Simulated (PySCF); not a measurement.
## Excited-state calculation, with input and output: Ga$_{3}$H$_{9}$

- system: Ga$_{3}$H$_{9}$
- method: TDDFT B3LYP/def2-SVPD, vertical, gas phase, core orbitals frozen in the response (PySCF 2.14.0)

The geometry comes from this level: PBE0-D3(BJ)/def2-SVP. It belongs to a series of runs on one base structure; here: bridge H.

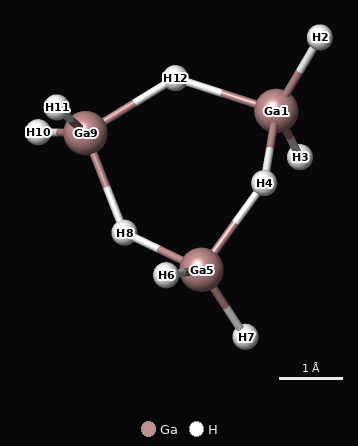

Figure 1. The structure (ball-and-stick view, seen at a tilt; atoms are numbered from 1 in the order of the input). Sticks mark near contacts. Bond lengths as drawn: Ga–H 1.56 to 1.71 Å.

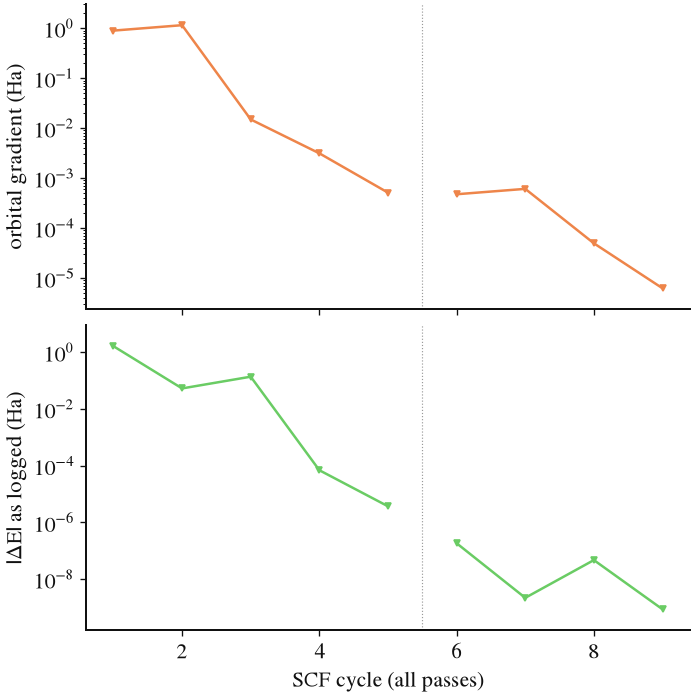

Figure 2. Convergence of the self-consistent field: orbital gradient and size of the energy change against the SCF cycle. The dotted line marks the change from a coarse to the final integration grid. The first 5 cycles use a coarse grid, the final grid takes over at cycle 6, and the field converges after 9 cycles in all.

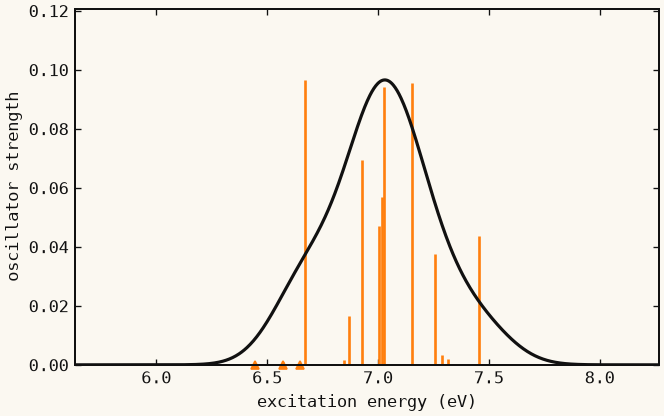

Figure 3. Computed excitations as sticks (degenerate states added up, dark ones marked on the axis), with a Gaussian envelope of 0.35 eV full width at half maximum, scaled to the tallest. Of the 15 states the lowest lies at 6.44 eV (f = 0.000); the strongest line is at 6.67 eV, or 186 nm (f = 0.097).

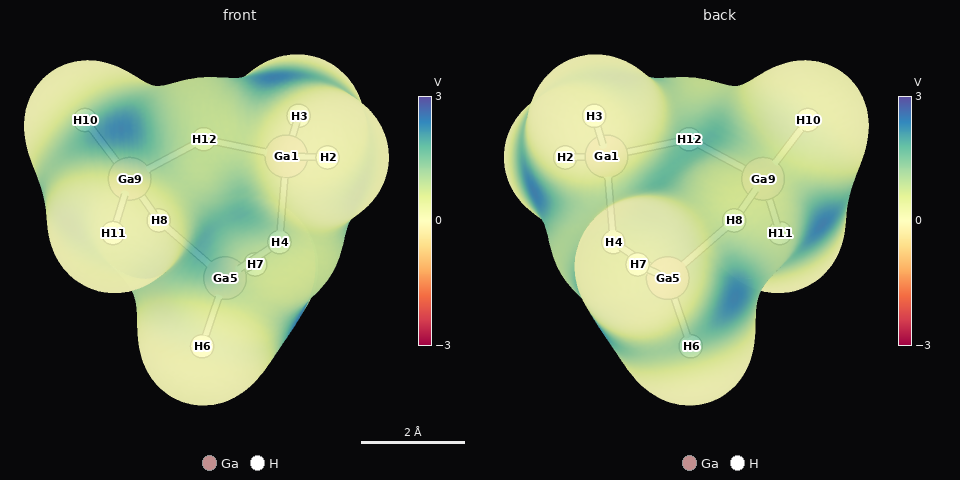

Figure 4. The molecular electrostatic potential painted on the density surface at 0.004 e/bohr³, seen at a tilt and from behind; the colour scale runs from red (negative) to blue (positive). A positive charge is drawn to the negative regions and a negative charge to the positive ones.

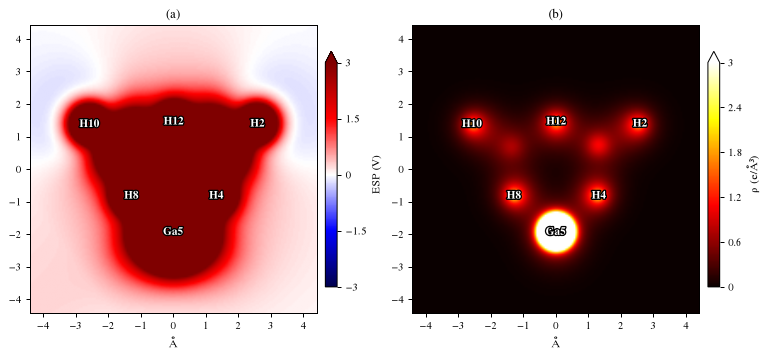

Figure 5. (a) electrostatic potential; (b) electron density on the plane of atoms H4, Ga5 and H8. The section cuts through H and Ga sites. The potential has no marked negative region in this plane.

These pictures come from the run below.

Input:
```
{"job": {"kind": "uv", "xc": "B3LYP", "basis": "def2-SVPD", "ip": true, "nstates": 15}, "charge": 0, "multiplicity": 1}
Ga    -0.490611     1.639887    -0.410328
H      0.216760     3.008465    -0.175722
H     -1.817760     1.289820    -1.148971
H      0.774143     0.683305    -1.062572
Ga     0.772147    -1.023348    -1.225228
H      2.243434    -1.415886    -0.896261
H     -0.131479    -1.392958    -2.439241
H     -0.209311    -1.425552     0.122158
Ga    -0.250041    -0.640708     1.645008
H     -1.577485    -1.175805     2.261325
H      1.195368    -0.589682     2.225529
H     -0.609694     0.959712     1.155284
```

The first line tells a small driver script what to run in PySCF; the rest is the geometry in Å.

Launched with:
```bash
OMP_NUM_THREADS=1 python <driver script> task.json out
```

Output:
```
coarse grid: 44496 points
cycle   1  E = -5779.2651170372  dE = -1.638e+00  |g| = 8.983e-01  |ddm| = 3.456e+00
cycle   2  E = -5779.2119316033  dE =  5.319e-02  |g| = 1.153e+00  |ddm| = 1.799e+00
cycle   3  E = -5779.3497004559  dE = -1.378e-01  |g| = 1.497e-02  |ddm| = 1.173e+00
cycle   4  E = -5779.3497699102  dE = -6.945e-05  |g| = 3.142e-03  |ddm| = 3.858e-02
cycle   5  E = -5779.3497736328  dE = -3.723e-06  |g| = 5.132e-04  |ddm| = 7.995e-03
final grid: 88224 points
cycle   6  E = -5779.3496735846  dE = -1.852e-07  |g| = 4.764e-04  |ddm| = 1.011e-02
cycle   7  E = -5779.3496735824  dE =  2.205e-09  |g| = 6.107e-04  |ddm| = 1.356e-03
cycle   8  E = -5779.3496736296  dE = -4.720e-08  |g| = 4.969e-05  |ddm| = 5.690e-04
cycle   9  E = -5779.3496736305  dE = -8.695e-10  |g| = 6.253e-06  |ddm| = 8.360e-05
converged SCF energy = -5779.3496736305

Static polarisability (au): isotropic 103.457, principal 91.450 108.708 110.211

Singlet excitations
state   eV       nm        f      main configurations
  1   6.4432    192.4   0.00001   H->L 0.94
  2   6.5707    188.7   0.00084   H->L+1 0.54, H-1->L 0.37
  3   6.6485    186.5   0.00003   H-1->L+1 0.83, H->L+2 0.10
  4   6.6720    185.8   0.09655   H-1->L 0.59, H->L+1 0.36
  5   6.8460    181.1   0.00161   H-3->L 0.41, H->L+2 0.28, H-2->L+1 0.16
  6   6.8680    180.5   0.01650   H-3->L+1 0.52, H-2->L 0.23, H-1->L+2 0.10
  7   6.9261    179.0   0.06926   H-4->L 0.38, H-2->L 0.35, H-2->L+2 0.09
  8   7.0053    177.0   0.04714   H-3->L 0.33, H->L+2 0.26, H-1->L+2 0.19
  9   7.0163    176.7   0.05681   H-2->L+1 0.30, H->L+2 0.28, H-1->L+2 0.15
 10   7.0261    176.5   0.09422   H-2->L+1 0.39, H-1->L+2 0.26, H-3->L 0.15
 11   7.1546    173.3   0.09557   H-4->L 0.32, H-3->L+1 0.27, H-1->L+2 0.15
 12   7.2579    170.8   0.03764   H-4->L+1 0.67, H-3->L+2 0.17, H-5->L 0.10
 13   7.2898    170.1   0.00344   H-2->L+2 0.64, H-4->L 0.15
 14   7.3163    169.5   0.00204   H-5->L 0.48, H-3->L+2 0.37
 15   7.4573    166.3   0.04352   H-5->L+1 0.52, H-4->L+2 0.16

Triplet excitations (Tamm-Dancoff, eV): 6.0750 6.0843 6.1576 6.2916
Vertical ionisation energy (delta-SCF) = 10.4399 eV
Vertical electron affinity (delta-SCF) = -0.1742 eV
```

Summary:

```tsv
quantity	value
outcome	converged
total energy	−5779.349674 hartree
HOMO	−8.56 eV
LUMO	−1.26 eV
dipole moment	0.06 D
mean polarisability	103.46 a.u.
vertical ionisation energy	10.44 eV
vertical electron affinity	−0.17 eV
lowest singlet excitation	6.44 eV
hardware	1 CPU thread, shared host
wall time	7.2 min
peak memory	0.93 GiB
```

Remarks:

Spin–orbit coupling is left out, which matters for the heavy atoms.
